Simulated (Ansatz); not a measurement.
Input

```
crystal:
  lattice:
    - [-3.901307, 3.881709, -3.919911]
    - [3.892735, 3.873878, 3.92065]
    - [3.902415, -3.882449, -3.921759]
  atoms:
    - { symbol: Ru, position: [0.4999461778, 0.9993155389, 0.4988054995] }
    - { symbol: Ru, position: [0.5045765112, 0.2423981943, 0.2515924689] }
    - { symbol: Ag, position: [0.0023460397, 0.0004033783, 0.0005380442] }
    - { symbol: Os, position: [0.2510477723, 0.990113102, 0.7372638894] }
    - { symbol: Os, position: [0.9895544376, 0.2417145337, 0.7364020861] }
    - { symbol: Os, position: [0.2467628998, 0.2424857411, 0.5021775075] }
    - { symbol: Os, position: [0.4958605264, 0.7591072073, 0.7480686463] }
    - { symbol: Os, position: [0.7476354608, 0.0068355662, 0.2585158295] }
    - { symbol: Os, position: [0.7538977141, 0.7589792505, 0.4999662131] }
    - { symbol: Os, position: [0.0099870997, 0.7594936169, 0.2628276392] }
    - { symbol: Os, position: [0.7423830157, 0.2410597908, 0.9941130985] }
    - { symbol: Os, position: [0.2591688316, 0.7559834291, 0.003824057] }
    - { symbol: Pt, position: [0.7478024665, 0.4925559152, 0.743560955] }
    - { symbol: Pt, position: [0.9994678612, 0.4988959938, 0.4988911692] }
    - { symbol: Pt, position: [0.2519523913, 0.5079732062, 0.2556406575] }
    - { symbol: Au, position: [0.5007731095, 0.4988233844, 0.000343273] }
basis:
  ecutwfc: 420
kpoints:
  mp_grid: { grid: [6, 6, 6] }
hamiltonian:
  xc: pbe
scf:
  occupations: { method: gaussian, width: 0.1 }
  n_extra_bands: 8
output:
  forces: true
  stress: true
  eigenvalues: true
  populations: true
  dos:
    method: { smearing: { sigma: 0.1, scheme: gaussian } }
    projected: true
    de: 0.02
  write_density: true
  write_potential: true
  elf: true
  volumetric_format: npy
```

Launched as:

```sh
ansatz run input.yaml --threads 4 --pin off --max-ram 9216MiB --backend cpu --events-out ev --progress --plain --runs-dir out
```

Below, planes, directions and counts refer to the conventional cell (a = 6.75 Å, b = 6.75 Å, c = 6.76 Å, α = 109.49°, β = 109.90°, γ = 108.95°).

Space group P1; a generated structure, not necessarily the stable one; computed without spin polarisation.

All numbers below come from DFT PBE, scalar-relativistic, plane waves, PAW (Ansatz 0.2.0).

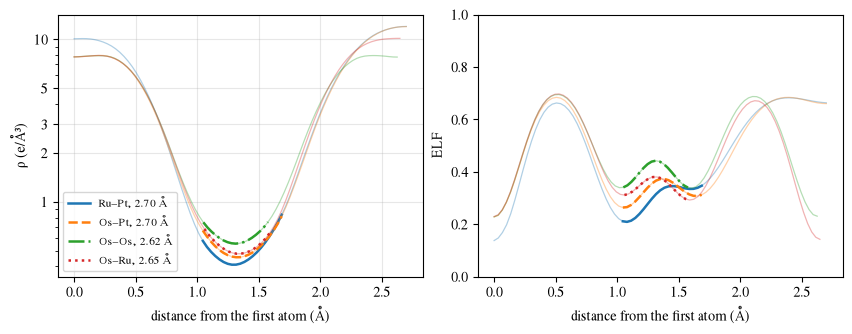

AgOs$_{9}$Ru$_{2}$Pt$_{3}$Au. Valence pseudo-density and ELF along straight lines between neighbouring atoms. Thin, pale parts lie inside the atomic spheres.

The density is the valence pseudo-density of a PAW calculation; it isn't the true density close to the nuclei.

What can be read from the curves?

Answer. Ru–Pt (2.70 Å): the density is about 0.42 e/Å³ at the midpoint; the ELF is about 0.35 at the midpoint.
Os–Pt (2.70 Å): the density is about 0.46 e/Å³ at the midpoint; the ELF is about 0.35 at the midpoint.
Os–Os (2.62 Å): ρ at the midpoint is about 0.55 e/Å³; the ELF is about 0.45 at the midpoint.
Os–Ru (2.65 Å): ρ is about 0.48 e/Å³ halfway; the ELF is about 0.40 at the midpoint.
